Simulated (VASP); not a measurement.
Band structure of CaO (space group Fm-3m). Calculation: LDA (Ceperley-Alder, Perdew-Zunger), VASP's LDA PAW potentials (set 64) (plane waves; VASP).

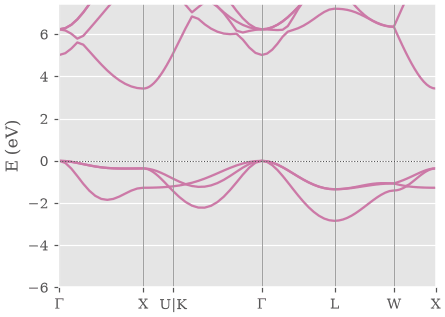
*Bands along high-symmetry lines, zero at the valence-band maximum or, without a gap, the Fermi level*

### Question
Read the plot: is there a gap, and where are the band edges?

### Answer
The gap is indirect, 3.43 eV, from the valence maximum at Γ to the conduction minimum at X. (Edges off the drawn lines would not show.)

The structure comes from a computed database's CaO entry (Fm-3m); how it stands against other phases isn't given here. It was relaxed first, which changed the volume by -5 %.
